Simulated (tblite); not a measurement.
**Geometry relaxation of C$_{2}$H$_{6}$O$_{2}$SSi (part 2 of 2)**

Continued. System: C$_{2}$H$_{6}$O$_{2}$SSi, SMILES COC(=S)O[SiH3]. Method: GFN2-xTB geometry optimisation, gas phase (tblite 0.8.0). 

Geometry of the input (Å):
```
C  2.3868  0.1585  0.3168
O  1.3658  -0.2788  1.1969
C  0.1207  -0.5150  0.6185
S  0.0292  -1.1184  -0.9154
O  -1.0293  -0.2051  1.3597
Si -2.4294  0.1734  0.3489
H  3.3084  0.3041  0.8990
H  2.5321  -0.5445  -0.5104
H  2.0471  1.1697  -0.0298
H  -2.9354  -1.0927  -0.1567
H  -3.4376  0.8892  1.1075
H  -1.9572  1.0591  -0.7316
```

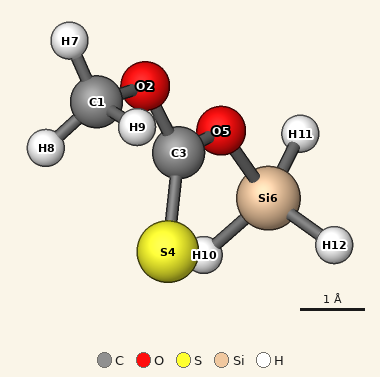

*The geometry at step 69 of the log (ball-and-stick view, seen at a tilt; atoms are numbered from 1 in the order of the input).*

Trajectory as extended XYZ, continued
```
12
Properties=species:S:1:pos:R:3:forces:R:3 step=46 energy=-558.07925
C     2.4718    0.0638    0.4485   -0.0340  -0.0210  -0.0150
O     1.1688    0.2165    0.9793   -0.0130   0.0730   0.0320
C     0.1122   -0.1102    0.2479    0.0000   0.0050   0.0270
S     0.1612   -0.8059   -1.2242    0.0510   0.0460  -0.0160
O    -0.9948    0.1870    0.8730    0.0090  -0.0050   0.0520
Si   -2.5693    0.0842    0.3635    0.0610   0.0700  -0.1110
H     3.1392    0.1277    1.3052    0.0340  -0.0140  -0.0390
H     2.5801   -0.8956   -0.0598   -0.0170  -0.0470   0.0050
H     2.6911    0.8657   -0.2612   -0.0340  -0.0120  -0.0010
H    -2.8658   -1.2871   -0.0326   -0.0140   0.0170   0.0230
H    -3.1579    0.5327    1.6134   -0.0390  -0.0330   0.0010
H    -2.7353    1.0205   -0.7495   -0.0040  -0.0790   0.0440
12
Properties=species:S:1:pos:R:3:forces:R:3 step=48 energy=-558.08218
C     2.4742    0.0570    0.4487   -0.0450  -0.0170   0.0230
O     1.1739    0.2188    0.9867   -0.0290   0.0580  -0.0170
C     0.1149   -0.0933    0.2503   -0.0010   0.0070   0.0040
S     0.1612   -0.7757   -1.2292    0.0630   0.0540   0.0130
O    -0.9942    0.2067    0.8710    0.0130  -0.0080   0.0500
Si   -2.5681    0.0815    0.3609    0.0400   0.0190   0.0240
H     3.1499    0.1217    1.2981    0.0250   0.0310   0.0010
H     2.5775   -0.9122   -0.0404   -0.0300  -0.0360  -0.0640
H     2.6924    0.8527   -0.2695   -0.0410  -0.0680   0.0080
H    -2.8495   -1.2926   -0.0367   -0.0010   0.0100   0.0390
H    -3.1628    0.5285    1.6113   -0.0120  -0.0580  -0.0320
H    -2.7682    1.0061   -0.7477    0.0180   0.0060  -0.0490
12
Properties=species:S:1:pos:R:3:forces:R:3 step=51 energy=-558.08725
C     2.4686    0.0365    0.4526    0.0440  -0.0340   0.0190
O     1.1766    0.2201    1.0015    0.0260   0.0030   0.0220
C     0.1160   -0.0605    0.2560    0.0210   0.0510   0.0100
S     0.1672   -0.7111   -1.2378    0.0120   0.0400   0.0200
O    -0.9910    0.2513    0.8746   -0.0040  -0.0570  -0.0090
Si   -2.5571    0.0797    0.3543   -0.0440  -0.0530   0.0880
H     3.1685    0.1200    1.2819   -0.0610   0.0120   0.0290
H     2.5647   -0.9449   -0.0193   -0.0610   0.0430  -0.0240
H     2.6752    0.8175   -0.2819   -0.0030  -0.0440  -0.0800
H    -2.8051   -1.3070   -0.0245    0.0250   0.0260   0.0250
H    -3.1763    0.5086    1.5973   -0.0080  -0.0350   0.0130
H    -2.8061    0.9892   -0.7512    0.0540   0.0470  -0.1140
12
Properties=species:S:1:pos:R:3:forces:R:3 step=53 energy=-558.09109
C     2.4606    0.0244    0.4535    0.0360   0.0100  -0.0080
O     1.1770    0.2252    1.0152    0.0390  -0.0290   0.0230
C     0.1174   -0.0372    0.2634    0.0160   0.0290   0.0250
S     0.1755   -0.6706   -1.2374   -0.0240   0.0340  -0.0070
O    -0.9905    0.2708    0.8799   -0.0150  -0.0500  -0.0070
Si   -2.5503    0.0776    0.3489   -0.0530   0.0100  -0.0080
H     3.1727    0.1186    1.2703   -0.0490  -0.0130   0.0360
H     2.5397   -0.9629   -0.0120   -0.0350   0.0770   0.0200
H     2.6531    0.7966   -0.2936    0.0480  -0.0500  -0.0990
H    -2.7780   -1.3164   -0.0104    0.0220   0.0100  -0.0160
H    -3.1748    0.4884    1.5920   -0.0490   0.0120   0.0510
H    -2.8012    0.9848   -0.7663    0.0640  -0.0400  -0.0110
12
Properties=species:S:1:pos:R:3:forces:R:3 step=55 energy=-558.09360
C     2.4591    0.0213    0.4532   -0.0280   0.0560  -0.0270
O     1.1803    0.2312    1.0240   -0.0130  -0.0160  -0.0270
C     0.1198   -0.0239    0.2698   -0.0040  -0.0240   0.0210
S     0.1804   -0.6484   -1.2353   -0.0210   0.0430  -0.0180
O    -0.9921    0.2702    0.8844   -0.0130  -0.0050   0.0220
Si   -2.5518    0.0772    0.3475    0.0030   0.0470  -0.0410
H     3.1729    0.1163    1.2672   -0.0060  -0.0060   0.0120
H     2.5213   -0.9677   -0.0083    0.0100   0.0280   0.0250
H     2.6464    0.7839   -0.3074    0.0600  -0.0590  -0.0300
H    -2.7684   -1.3188   -0.0076    0.0070  -0.0070  -0.0290
H    -3.1743    0.4785    1.5955   -0.0550   0.0260   0.0190
H    -2.7924    0.9795   -0.7797    0.0600  -0.0820   0.0720
12
Properties=species:S:1:pos:R:3:forces:R:3 step=58 energy=-558.09633
C     2.4592    0.0198    0.4526   -0.0040  -0.0210  -0.0040
O     1.1845    0.2335    1.0302   -0.0380   0.0320  -0.0320
C     0.1206   -0.0134    0.2778   -0.0200  -0.0050  -0.0180
S     0.1829   -0.6149   -1.2370   -0.0360   0.0320  -0.0180
O    -0.9935    0.2726    0.8937    0.0020   0.0000   0.0260
Si   -2.5523    0.0784    0.3496    0.0190  -0.0590   0.0550
H     3.1776    0.1154    1.2630   -0.0120   0.0210  -0.0120
H     2.5139   -0.9720    0.0003    0.0210  -0.0600   0.0230
H     2.6518    0.7612   -0.3259    0.0170   0.0300   0.0110
H    -2.7564   -1.3194   -0.0113    0.0060   0.0030  -0.0060
H    -3.1916    0.4753    1.5937   -0.0070   0.0150  -0.0270
H    -2.7956    0.9628   -0.7831    0.0530   0.0120   0.0000
12
Properties=species:S:1:pos:R:3:forces:R:3 step=60 energy=-558.09836
C     2.4548    0.0115    0.4512    0.0400  -0.0960   0.0150
O     1.1843    0.2311    1.0339   -0.0140   0.0450  -0.0110
C     0.1173    0.0009    0.2821   -0.0120   0.0560  -0.0300
S     0.1777   -0.5713   -1.2441   -0.0610   0.0100  -0.0120
O    -0.9935    0.2906    0.9030    0.0170  -0.0430   0.0210
Si   -2.5468    0.0754    0.3525   -0.0130  -0.0900   0.0470
H     3.1787    0.1189    1.2553   -0.0160   0.0130  -0.0010
H     2.5086   -0.9879    0.0130    0.0150  -0.0360   0.0380
H     2.6489    0.7377   -0.3392   -0.0140   0.0730  -0.0180
H    -2.7273   -1.3274   -0.0046    0.0040   0.0150   0.0000
H    -3.2110    0.4686    1.5842    0.0150   0.0160  -0.0150
H    -2.7905    0.9512   -0.7838    0.0390   0.0380  -0.0350
12
Properties=species:S:1:pos:R:3:forces:R:3 step=62 energy=-558.10137
C     2.4482    0.0019    0.4453    0.0290  -0.0690   0.0330
O     1.1826    0.2283    1.0377    0.0280   0.0380  -0.0030
C     0.1104    0.0151    0.2902   -0.0050   0.0800  -0.0240
S     0.1599   -0.5223   -1.2490   -0.0670  -0.0040  -0.0010
O    -0.9944    0.2963    0.9252    0.0270  -0.0630   0.0290
Si   -2.5394    0.0682    0.3574   -0.0180  -0.0140  -0.0270
H     3.1764    0.1267    1.2426    0.0030  -0.0140   0.0080
H     2.4979   -1.0067    0.0256    0.0300   0.0210   0.0280
H     2.6363    0.7207   -0.3544   -0.0330   0.0230  -0.0250
H    -2.6929   -1.3359    0.0021   -0.0230  -0.0260  -0.0030
H    -3.2335    0.4663    1.5705    0.0290   0.0110  -0.0080
H    -2.7503    0.9408   -0.7899    0.0010   0.0160  -0.0080
12
Properties=species:S:1:pos:R:3:forces:R:3 step=65 energy=-558.10347
C     2.4490    0.0031    0.4426   -0.0200   0.0560  -0.0080
O     1.1838    0.2351    1.0363    0.0180   0.0050  -0.0160
C     0.1077    0.0170    0.2947    0.0050  -0.0120   0.0150
S     0.1434   -0.5197   -1.2456   -0.0250   0.0210   0.0050
O    -0.9951    0.2722    0.9427   -0.0070  -0.0030   0.0150
Si   -2.5392    0.0637    0.3578    0.0340   0.0180  -0.0250
H     3.1787    0.1284    1.2387   -0.0030  -0.0050   0.0010
H     2.4962   -1.0065    0.0272    0.0260   0.0220  -0.0040
H     2.6307    0.7277   -0.3575   -0.0060  -0.0730   0.0230
H    -2.7007   -1.3365   -0.0068   -0.0350  -0.0350   0.0090
H    -3.2333    0.4759    1.5672    0.0260  -0.0060  -0.0290
H    -2.7202    0.9389   -0.7940   -0.0140   0.0120   0.0140
12
Properties=species:S:1:pos:R:3:forces:R:3 step=67 energy=-558.10434
C     2.4485    0.0030    0.4434    0.0040   0.0210  -0.0160
O     1.1851    0.2432    1.0359    0.0020  -0.0130  -0.0050
C     0.1072    0.0244    0.2970    0.0090  -0.0390   0.0210
S     0.1376   -0.5054   -1.2461   -0.0110   0.0250   0.0100
O    -0.9951    0.2673    0.9505   -0.0090   0.0100  -0.0030
Si   -2.5363    0.0600    0.3562    0.0130  -0.0210  -0.0040
H     3.1818    0.1272    1.2364   -0.0160   0.0200   0.0060
H     2.4957   -1.0084    0.0329   -0.0030  -0.0030  -0.0010
H     2.6309    0.7178   -0.3631    0.0100  -0.0200   0.0020
H    -2.7051   -1.3415   -0.0086   -0.0150   0.0070   0.0200
H    -3.2333    0.4759    1.5626    0.0230  -0.0110  -0.0250
H    -2.7158    0.9358   -0.7937   -0.0080   0.0230  -0.0050
12
Properties=species:S:1:pos:R:3:forces:R:3 step=69 energy=-558.10470
C     2.4470    0.0005    0.4433    0.0140  -0.0170  -0.0040
O     1.1855    0.2449    1.0368   -0.0010  -0.0150   0.0110
C     0.1066    0.0303    0.2991    0.0010  -0.0150   0.0090
S     0.1340   -0.4882   -1.2477   -0.0070   0.0100   0.0030
O    -0.9953    0.2725    0.9537    0.0030  -0.0050   0.0000
Si   -2.5331    0.0573    0.3544   -0.0060  -0.0110  -0.0160
H     3.1814    0.1283    1.2342   -0.0060   0.0240   0.0130
H     2.4938   -1.0132    0.0386   -0.0090  -0.0120   0.0050
H     2.6298    0.7072   -0.3683    0.0110   0.0220  -0.0240
H    -2.6993   -1.3464   -0.0039   -0.0070   0.0140   0.0110
H    -3.2347    0.4715    1.5578    0.0130  -0.0040  -0.0070
H    -2.7144    0.9348   -0.7945   -0.0060   0.0070  -0.0010
12
Properties=species:S:1:pos:R:3:forces:R:3 step=72 energy=-558.10499
C     2.4479    0.0008    0.4418   -0.0040   0.0000   0.0050
O     1.1862    0.2412    1.0377   -0.0060  -0.0120   0.0110
C     0.1058    0.0260    0.3029   -0.0040   0.0090  -0.0060
S     0.1279   -0.4859   -1.2462    0.0080  -0.0030  -0.0070
O    -0.9955    0.2675    0.9581    0.0060  -0.0050   0.0060
Si   -2.5317    0.0572    0.3512    0.0040   0.0100  -0.0010
H     3.1805    0.1331    1.2339    0.0020   0.0090  -0.0010
H     2.4950   -1.0133    0.0383    0.0070  -0.0070   0.0030
H     2.6287    0.7088   -0.3700    0.0000   0.0030  -0.0100
H    -2.7006   -1.3458   -0.0021   -0.0100  -0.0110  -0.0060
H    -3.2327    0.4724    1.5537   -0.0020   0.0040   0.0070
H    -2.7104    0.9374   -0.7961   -0.0010   0.0010   0.0000
12
Properties=species:S:1:pos:R:3:forces:R:3 step=74 energy=-558.10505
C     2.4485    0.0024    0.4414   -0.0040   0.0050   0.0000
O     1.1863    0.2393    1.0381   -0.0040  -0.0070   0.0020
C     0.1058    0.0223    0.3037    0.0020  -0.0010  -0.0030
S     0.1274   -0.4913   -1.2449    0.0100   0.0030  -0.0030
O    -0.9954    0.2617    0.9600   -0.0020   0.0020  -0.0010
Si   -2.5318    0.0580    0.3511    0.0030  -0.0030   0.0070
H     3.1810    0.1351    1.2340   -0.0020   0.0040  -0.0060
H     2.4969   -1.0109    0.0359    0.0110  -0.0010   0.0050
H     2.6289    0.7128   -0.3691   -0.0090  -0.0070   0.0010
H    -2.7065   -1.3442   -0.0041   -0.0070  -0.0050  -0.0020
H    -3.2323    0.4755    1.5530   -0.0010   0.0030   0.0070
H    -2.7077    0.9388   -0.7957    0.0020   0.0070  -0.0050
12
Properties=species:S:1:pos:R:3:forces:R:3 step=76 energy=-558.10511
C     2.4483    0.0034    0.4410    0.0040  -0.0010   0.0000
O     1.1863    0.2365    1.0393   -0.0010   0.0010  -0.0060
C     0.1059    0.0201    0.3046    0.0050  -0.0090   0.0010
S     0.1283   -0.4932   -1.2441    0.0040   0.0080   0.0010
O    -0.9951    0.2581    0.9619   -0.0050   0.0010  -0.0100
Si   -2.5313    0.0580    0.3512   -0.0080  -0.0080   0.0020
H     3.1813    0.1376    1.2326    0.0000   0.0000  -0.0010
H     2.4985   -1.0096    0.0346    0.0120   0.0010   0.0070
H     2.6275    0.7144   -0.3693   -0.0170  -0.0050   0.0000
H    -2.7113   -1.3440   -0.0051   -0.0010   0.0090   0.0020
H    -3.2331    0.4778    1.5518    0.0030   0.0000   0.0050
H    -2.7040    0.9403   -0.7953    0.0040   0.0020  -0.0020
12
Properties=species:S:1:pos:R:3:forces:R:3 step=78 energy=-558.10520
C     2.4476    0.0032    0.4405    0.0090  -0.0070   0.0050
O     1.1864    0.2319    1.0418    0.0010   0.0070  -0.0060
C     0.1060    0.0188    0.3063    0.0010  -0.0080   0.0010
S     0.1297   -0.4901   -1.2439   -0.0030   0.0070   0.0010
O    -0.9951    0.2565    0.9636   -0.0040  -0.0070  -0.0140
Si   -2.5307    0.0576    0.3509   -0.0180   0.0030  -0.0070
H     3.1818    0.1415    1.2298    0.0080   0.0000   0.0090
H     2.5012   -1.0101    0.0356    0.0110  -0.0020   0.0050
H     2.6226    0.7134   -0.3709   -0.0200   0.0010  -0.0070
H    -2.7138   -1.3445   -0.0048    0.0040   0.0180   0.0020
H    -3.2342    0.4792    1.5503    0.0070  -0.0020   0.0020
H    -2.7002    0.9419   -0.7957    0.0050  -0.0110   0.0110
12
Properties=species:S:1:pos:R:3:forces:R:3 step=81 energy=-558.10553
C     2.4478    0.0034    0.4399    0.0000   0.0020   0.0040
O     1.1866    0.2151    1.0483    0.0060  -0.0030   0.0020
C     0.1060    0.0092    0.3111   -0.0060   0.0100  -0.0070
S     0.1317   -0.4830   -1.2441   -0.0060  -0.0060  -0.0150
O    -0.9963    0.2450    0.9673   -0.0010  -0.0170  -0.0070
Si   -2.5323    0.0591    0.3495    0.0000   0.0220   0.0000
H     3.1848    0.1570    1.2237    0.0080   0.0130   0.0100
H     2.5190   -1.0107    0.0401   -0.0100  -0.0050   0.0030
H     2.6028    0.7126   -0.3768   -0.0040  -0.0050   0.0010
H    -2.7241   -1.3415   -0.0067    0.0030   0.0140  -0.0020
H    -3.2349    0.4865    1.5480    0.0100  -0.0060  -0.0080
H    -2.6899    0.9467   -0.7970    0.0020  -0.0210   0.0210
12
Properties=species:S:1:pos:R:3:forces:R:3 step=83 energy=-558.10564
C     2.4489    0.0041    0.4406   -0.0060   0.0040  -0.0020
O     1.1863    0.2125    1.0480    0.0040  -0.0100  -0.0030
C     0.1057    0.0066    0.3101    0.0050   0.0050  -0.0080
S     0.1315   -0.4834   -1.2458    0.0000  -0.0030  -0.0120
O    -0.9967    0.2399    0.9667    0.0020  -0.0070   0.0000
Si   -2.5337    0.0603    0.3501    0.0120   0.0010   0.0080
H     3.1851    0.1612    1.2251   -0.0050   0.0150  -0.0070
H     2.5248   -1.0105    0.0417   -0.0170   0.0020   0.0100
H     2.6003    0.7123   -0.3781    0.0030  -0.0100   0.0140
H    -2.7282   -1.3391   -0.0082   -0.0010   0.0060  -0.0020
H    -3.2339    0.4884    1.5491    0.0040  -0.0030   0.0000
H    -2.6891    0.9468   -0.7958   -0.0020   0.0000   0.0010
12
Properties=species:S:1:pos:R:3:forces:R:3 step=85 energy=-558.10578
C     2.4496    0.0038    0.4418   -0.0040  -0.0020  -0.0020
O     1.1854    0.2116    1.0464    0.0060  -0.0030  -0.0120
C     0.1059    0.0077    0.3062    0.0150  -0.0140  -0.0040
S     0.1329   -0.4803   -1.2505    0.0020   0.0050  -0.0010
O    -0.9966    0.2376    0.9639    0.0100   0.0030   0.0040
Si   -2.5344    0.0607    0.3513    0.0070  -0.0150   0.0030
H     3.1840    0.1664    1.2273   -0.0110   0.0100  -0.0170
H     2.5280   -1.0126    0.0474   -0.0150   0.0090   0.0150
H     2.6012    0.7083   -0.3802    0.0000  -0.0080   0.0180
H    -2.7318   -1.3377   -0.0082   -0.0010  -0.0010  -0.0030
H    -3.2316    0.4873    1.5516   -0.0030   0.0030   0.0120
H    -2.6914    0.9464   -0.7937   -0.0050   0.0140  -0.0130
12
Properties=species:S:1:pos:R:3:forces:R:3 step=88 energy=-558.10602
C     2.4499    0.0007    0.4444    0.0010  -0.0040   0.0020
O     1.1844    0.2044    1.0460    0.0040   0.0120  -0.0030
C     0.1074    0.0100    0.2998    0.0030  -0.0190   0.0030
S     0.1386   -0.4621   -1.2615    0.0000   0.0030   0.0010
O    -0.9958    0.2347    0.9583    0.0070   0.0000  -0.0010
Si   -2.5356    0.0605    0.3524   -0.0050   0.0030  -0.0030
H     3.1824    0.1832    1.2267    0.0000   0.0020  -0.0020
H     2.5371   -1.0209    0.0667   -0.0050   0.0000   0.0040
H     2.5959    0.6939   -0.3873   -0.0040   0.0000  -0.0020
H    -2.7386   -1.3366   -0.0080    0.0040  -0.0090  -0.0070
H    -3.2257    0.4844    1.5581   -0.0040   0.0050   0.0060
H    -2.6988    0.9471   -0.7922   -0.0020   0.0060   0.0020
12
Properties=species:S:1:pos:R:3:forces:R:3 step=90 energy=-558.10606
C     2.4501    0.0006    0.4447   -0.0010   0.0020   0.0000
O     1.1846    0.2043    1.0461    0.0010   0.0060   0.0030
C     0.1079    0.0087    0.2999   -0.0030  -0.0030   0.0020
S     0.1393   -0.4597   -1.2624    0.0020  -0.0040  -0.0030
O    -0.9955    0.2328    0.9582   -0.0020  -0.0040  -0.0020
Si   -2.5361    0.0604    0.3524    0.0010   0.0040   0.0020
H     3.1829    0.1856    1.2259    0.0010   0.0020   0.0030
H     2.5379   -1.0216    0.0694   -0.0020  -0.0040   0.0000
H     2.5946    0.6924   -0.3884   -0.0010  -0.0010  -0.0050
H    -2.7402   -1.3365   -0.0094    0.0050  -0.0030  -0.0040
H    -3.2249    0.4850    1.5593    0.0010   0.0010  -0.0040
H    -2.6993    0.9473   -0.7923   -0.0010   0.0040   0.0080
```

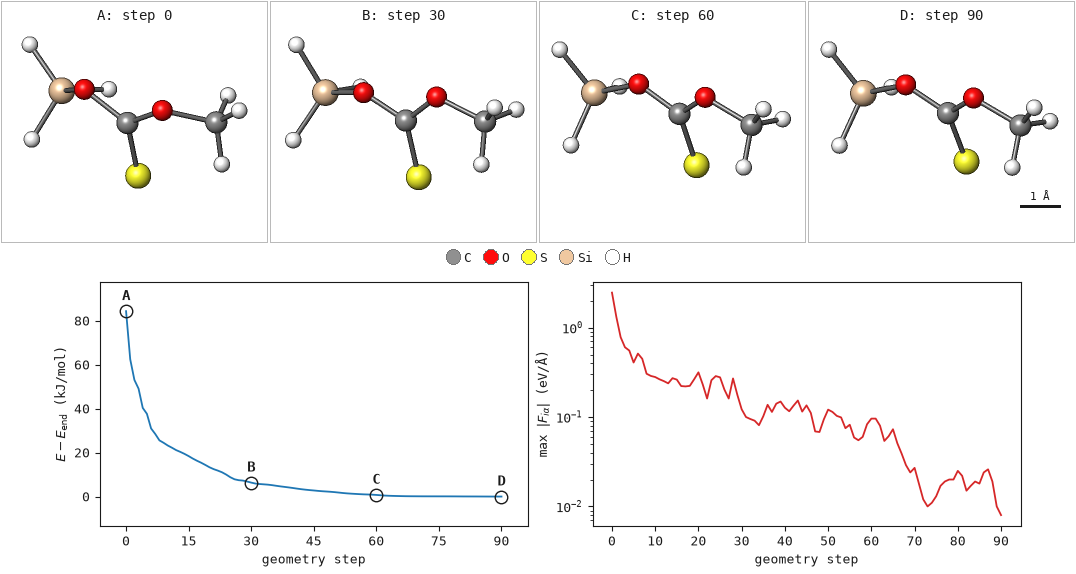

*Frames of the relaxation (ball-and-stick view, seen at a tilt) above the curves, on which the letters mark them (steps are counted from 0).*

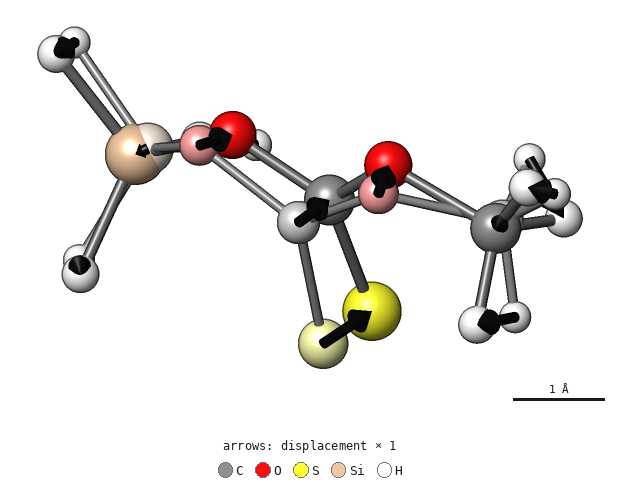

*Start (faint) and end (solid) with the displacements as black arrows, at true length (ball-and-stick view, seen at a tilt). The two geometries are laid on each other by the best rigid fit.*

S4 moves most after the best rigid fit: 0.81 Å. By element the largest moves are S 0.81 Å, H 0.79 Å, C 0.61 Å, O 0.57 Å, Si 0.15 Å. Distances before and after: O5–Si6 1.768 → 1.664 Å, C3–O5 1.403 → 1.304 Å, O2–C3 1.393 → 1.325 Å, C1–H9 1.122 → 1.092 Å. Among the angles that change: O5–Si6–H11 110.9° → 96.1°, C3–O5–Si6 113.2° → 125.6°, H11–Si6–H12 108.0° → 114.9°. The energy falls by 84.4 kJ/mol in 90 geometry steps. The largest force component goes from 2.5 to 0.008 eV/Å. (Atoms are counted from 1 in the order of the input.)
